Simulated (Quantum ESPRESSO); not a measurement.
# FePt (Tetraferroplatinum): a ladder in the functional, part 3 of 3

How much do the magnetic results of FePt (Tetraferroplatinum) hang on the functional?

Quantum ESPRESSO 7.5; LDA; plane waves with GBRV 1.5 LDA potentials, no spin-orbit coupling (settings of the first rung).

So far, largest spin moment in the atom's sphere (μB): step 2 (rung 1, start ferro +, LDA GBRV, Quantum ESPRESSO) 2.92; step 10 (rung 5, start ferro +, revPBE GBRV PBE, Quantum ESPRESSO) 3.02; step 11 (rung 5, start antiferro q=(0,1/2,0) +-, revPBE GBRV PBE, Quantum ESPRESSO) 2.98; step 12 (rung 6, start ferro +, RPBE GBRV PBE, Quantum ESPRESSO) 3.02; step 13 (rung 6, start antiferro q=(0,1/2,0) +-, RPBE GBRV PBE, Quantum ESPRESSO) 2.99.

### Step 14. An input with a fault

Level of this step: PBEsol; plane waves with GBRV 1.5 PBEsol potentials, no spin-orbit coupling (Quantum ESPRESSO).

As a test, an input with a fault in it is run.

The input, pw.in:

```
&CONTROL
  calculation = 'scf'
  prefix = 'pwscf'
  outdir = './tmp'
  pseudo_dir = './pseudo'
  disk_io = 'nowf'
/
&SYSTEM
  ibrav = 0
  nat = 2
  ntyp = 2
  ecutwfc = 40
  ecutrho = 280
  nbnd = 24
  occupations = 'smearing'
  smearing = 'fd'
  degauss = 0.07349864
  nspin = 2
  starting_magnetization(1) = 0.175
  starting_magnetization(2) = 0
/
&ELECTRONS
  conv_thr = 4d-09
  electron_maxstep = 50
  mixing_beta = 0.3
/
ATOMIC_SPECIES
Fe     55.8450 fe_pbesol_v1.5.uspp.F.UPF
Pt    195.0840 pt_pbesol_v1.4.uspp.F.UPF
CELL_PARAMETERS angstrom
   2.7235000000    0.0000000000    0.0000000000
   0.0000000000    2.7235000000    0.0000000000
   0.0000000000    0.0000000000    3.7200000000
ATOMIC_POSITIONS crystal
Fe      0.0000000000    0.0000000000    0.0000000000
Pt      0.5000000000    0.5000000000    0.5000000000
K_POINTS automatic
10 10 10 0 0 0
```

Run with:

```sh
> OMP_NUM_THREADS=1 mpirun -n 4 pw.x -nk 4 -in pw.in > pw.out
```

Output:

```text
[banner, memory and clock lines left out]
Program PWSCF v.7.5 starts

     Message from routine setup:
     using ibrav=0 with symmetry is DISCOURAGED, use correct ibrav instead

     bravais-lattice index     =            0
     lattice parameter (alat)  =       5.1467  a.u.
     unit-cell volume          =     186.2063 (a.u.)^3
     number of atoms/cell      =            2
     number of atomic types    =            2
     number of electrons       =        32.00
     number of Kohn-Sham states=           24
     kinetic-energy cutoff     =      40.0000  Ry
     charge density cutoff     =     280.0000  Ry
     scf convergence threshold =      4.0E-09
     mixing beta               =       0.3000
     number of iterations used =            8  plain     mixing
     Exchange-correlation= SLA  PW   PSX  PSC
                           (   1   4  10   8   0   0   0)

     [... lines left out ...]
     PseudoPot. # 1 for Fe read from file:
     fe_pbesol_v1.5.uspp.F.UPF
     Pseudo is Ultrasoft + core correction, Zval = 16.0

     PseudoPot. # 2 for Pt read from file:
     pt_pbesol_v1.4.uspp.F.UPF
     Pseudo is Ultrasoft + core correction, Zval = 16.0

     atomic species   valence    mass     pseudopotential
     Fe               16.00    55.84500     Fe( 1.00)
     Pt               16.00   195.08400     Pt( 1.00)

     Starting magnetic structure
     atomic species   magnetization
     Fe              0.175
     Pt              0.000

     16 Sym. Ops., with inversion, found

   Cartesian axes

     site n.     atom                  positions (alat units)
         1        Fe     tau(   1) = (   0.0000000   0.0000000   0.0000000  )
         2        Pt     tau(   2) = (   0.5000000   0.5000000   0.6829447  )

     number of k points=   126  Fermi-Dirac smearing, width (Ry)=  0.0735

     Number of k-points >= 100: set verbosity='high' to print them.

     Dense  grid:    14725 G-vectors     FFT dimensions: (  27,  27,  40)

     Smooth grid:     6385 G-vectors     FFT dimensions: (  24,  24,  30)

     Check: negative core charge=   -0.000027
     Generating pointlists ...
     new r_m :   0.4055 (alat units)  2.0870 (a.u.) for type    1
     new r_m :   0.4055 (alat units)  2.0870 (a.u.) for type    2

     Initial potential from superposition of free atoms

     starting charge      30.5000, renormalised to      32.0000

     negative rho (up, down):  9.791E-02 9.798E-02
     Starting wfcs are   25 randomized atomic wfcs

     Self-consistent Calculation

     iteration #  1     ecut=    40.00 Ry     beta= 0.30
     Davidson diagonalization with overlap
     ethr =  1.00E-02,  avg # of iterations =  4.2

     negative rho (up, down):  9.097E-02 9.093E-02

     total energy              =    -458.93973894 Ry
     estimated scf accuracy    <       7.28433454 Ry

     total magnetization       =     0.94 Bohr mag/cell
     absolute magnetization    =     1.01 Bohr mag/cell

     [... further iterations left out ...]

     iteration # 16     ecut=    40.00 Ry     beta= 0.30
     Davidson diagonalization with overlap
     ethr =  2.95E-10,  avg # of iterations =  2.0

     negative rho (up, down):  8.866E-02 8.866E-02

     Magnetic moment per site  (integrated on atomic sphere of radius R)
     atom   1 (R=0.406)  charge= 14.7823  magn= -0.0010
     atom   2 (R=0.406)  charge= 13.7450  magn= -0.0000

     End of self-consistent calculation

     Number of k-points >= 100: set verbosity='high' to print the bands.

     the Fermi energy is    20.0895 ev

!    total energy              =    -461.06746581 Ry
     estimated scf accuracy    <          2.3E-09 Ry
     smearing contrib. (-TS)   =      -0.55227089 Ry
     internal energy E=F+TS    =    -460.51519492 Ry

     The total energy is F=E-TS. E is the sum of the following terms:
     one-electron contribution =    -144.16524924 Ry
     hartree contribution      =      95.35993662 Ry
     xc contribution           =     -85.43647108 Ry
     ewald contribution        =    -326.27341122 Ry

     total magnetization       =    -0.00 Bohr mag/cell
     absolute magnetization    =     0.00 Bohr mag/cell

     convergence has been achieved in  16 iterations
```

Run time: 38 s. Hardware: 4 MPI ranks of AMD EPYC 7R43, shared host; peak memory 0.36 GiB; 2.5 min of CPU time.

Convergence was reached, yet the input spoils the result.

The fault in the input: a smearing of electronvolts.

### Step 15. Side by side

Ladder, by row:

| rung | functional | potentials | state from the first start | state from the second start | second less first (meV a seeded atom) | moment, first (μB) | moment, second (μB) | CPU time (s) |
| --- | --- | --- | --- | --- | --- | --- | --- | --- |
| 1 | LDA | GBRV 1.5 LDA | ferromagnetic | antiferromagnetic | 1.81 | 2.915 | 2.834 | 564.6 |
| 2 | PBEsol | GBRV 1.5 PBEsol | ferromagnetic | antiferromagnetic | 14.46 | 3.001 | 2.951 | 513 |
| 3 | PBE | GBRV 1.5 PBE | ferromagnetic | antiferromagnetic | 19.84 | 3.008 | 2.963 | 582.6 |
| 4 | WC | GBRV 1.5 PBE | ferromagnetic | antiferromagnetic | 12.39 | 3.001 | 2.953 | 540 |
| 5 | revPBE | GBRV 1.5 PBE | ferromagnetic | antiferromagnetic | 22.91 | 3.021 | 2.98 | 639.5 |
| 6 | RPBE | GBRV 1.5 PBE | ferromagnetic | antiferromagnetic | 24.12 | 3.025 | 2.985 | 566.6 |

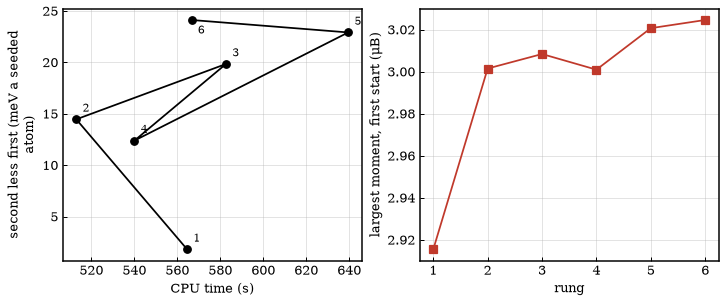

Result against cost, rungs numbered as in the table, and the moment by rung.

### Step 16. Outcome

| Item | Value |
| --- | --- |
| range of the largest moment, first start | 2.92 to 3.02 μB; second start 2.83 to 2.99 μB |
| range of CPU time | 8.5 min to 11 min |
| range of the energy difference | 1.81 to 24.1 meV a seeded atom |

What this shows: For the first start the functionals give moments from 2.92 to 3.02 μB; all use the same cell, so differences in their own lattice constants don't enter. Rungs 4, 5 and 6 use pseudopotentials made with another functional. Energies are free energies at an electronic temperature of 1160 K, which lowers moments and differences where the moments are itinerant.

[Logs and program files are shortened in this print: banners, set-up blocks, solver, clock and traceback lines can be left out without a mark of their own.]

[Logs are printed without paths, hosts, clocks, repeated set-up lines and the standing remarks that a program may print on its own settings, such as how far it seeks lower states.]

[Hosts, paths, dates, database ids (printed as entryN), source tags and the programs' standing remarks are cut or masked in the printed files.]

[Where a cell is said to come from a database of computed structures, the database is the Materials Project.]
